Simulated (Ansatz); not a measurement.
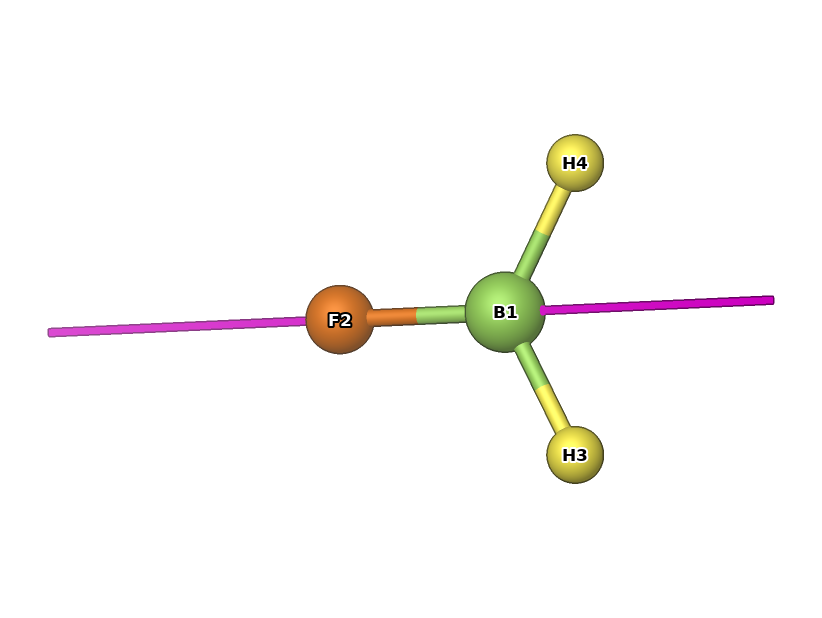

A line through the centre of mass is drawn in. Depth is shown by fading: the farther an atom, the more it takes the colour of the background. Computed geometry: PBE0-D4/def2-TZVP optimisation.

### Is the line a proper rotation axis of the structure, and of what order?

Yes, a C2 axis. A turn by 180° leaves B1, F2 in place and moves H3 ↔ H4. The point group is C2v.
